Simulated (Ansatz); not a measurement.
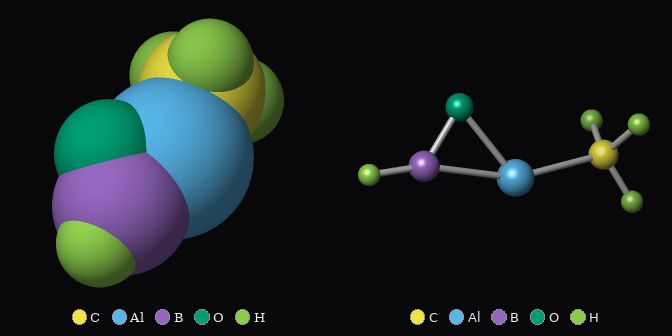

The same structure drawn twice, from different directions.

Question: What is the molecular formula?

Answer: CH₄AlBO, 8 atoms: 1 carbon, 4 hydrogen, 1 aluminium, 1 boron and 1 oxygen.

Question: Name functional groups in it.

Answer: Among them: B–H bond.

Question: What is its SMILES?

Answer: [CH3][Al]1[BH][O]1

The parts below concern this one geometry. Atoms keep their numbers from picture to picture. Computed geometry: PBE0-D4/def2-TZVP optimisation.

**Symmetry**

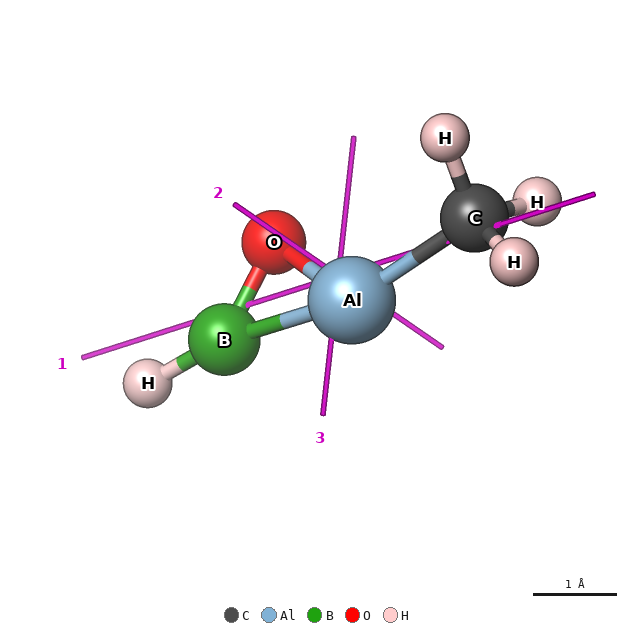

The three principal axes of inertia are drawn and numbered. Distant atoms are faded towards the background colour. Masses are those of the most abundant isotopes; constants are for the rigid equilibrium geometry.

Question: Which line is the a axis (least moment of inertia), which b and which c?

Answer: a is line 1, b is line 3, c is line 2; the moments are 20.3, 136, 153 u Å².

Question: What kind of rotor is it, and what are its rotational constants in MHz?

Answer: An asymmetric top (Cs): A = 24865, B = 3709, C = 3294 MHz. Ray's parameter κ is −0.96, close to the prolate limit.

**Vibrations**

Harmonic vibrations computed with RKS PBE0-D4/def2-TZVP (Ansatz 0.2.0) at a stationary point of the same level.

Question: List the wavenumbers.

Answer: 18 modes: 58, 140, 153, 490, 556, 621, 676, 702, 749, 960, 1210, 1334, 1432, 1440, 2623, 3042, 3122, 3147 cm⁻¹.

**Levels of theory compared**

Program: Ansatz 0.2.0.

At this fixed geometry, give vertical IP (eV) at these levels: B2PLYP (frozen core)/def2-TZVPP; B3LYP-D4/def2-TZVPP; PBE-D4/def2-TZVPP; PBE0-D4/def2-TZVPP; r2SCAN-D4/def2-TZVPP; ωB97M-V/def2-TZVPP; ωB97X-V/def2-TZVPP.

```csv
level,vertical IP (eV)
B2PLYP (frozen core)/def2-TZVPP,7.94
B3LYP-D4/def2-TZVPP,8.05
PBE-D4/def2-TZVPP,7.91
PBE0-D4/def2-TZVPP,7.96
r2SCAN-D4/def2-TZVPP,7.87
ωB97M-V/def2-TZVPP,8.05
ωB97X-V/def2-TZVPP,8.01
```

**Charges**

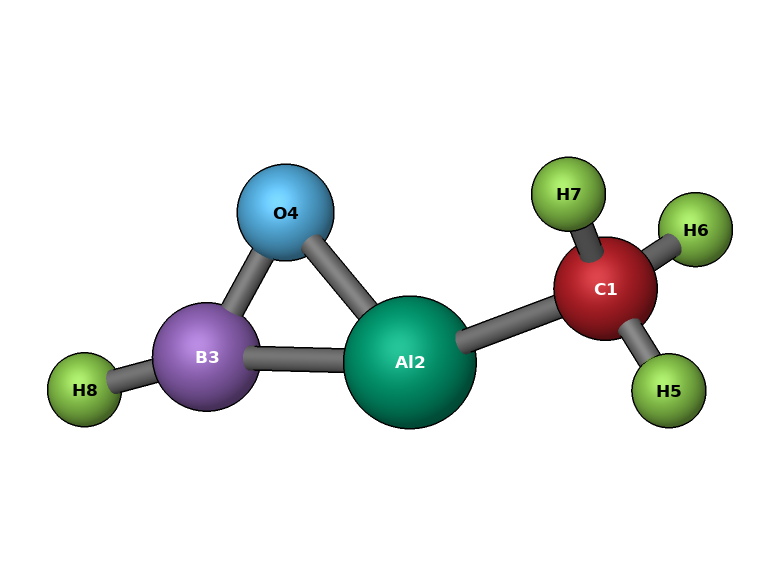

The questions are on Mulliken charges. Method: RKS PBE0-D4/def2-TZVP (Ansatz 0.2.0).

Question: Which atom carries the highest charge (most positive or least negative)?

Answer: Al2 (0.19 e).

Question: And the lowest?

Answer: C1 (−0.57 e).

Give the Mulliken charges atom by atom.

| atom | value (e) |
| --- | --- |
| C1 | −0.57 |
| Al2 | 0.19 |
| B3 | 0.18 |
| O4 | −0.31 |
| H5 | 0.15 |
| H6 | 0.15 |
| H7 | 0.15 |
| H8 | 0.05 |

Mulliken values depend strongly on the basis set and can even reverse the polarity of a bond.
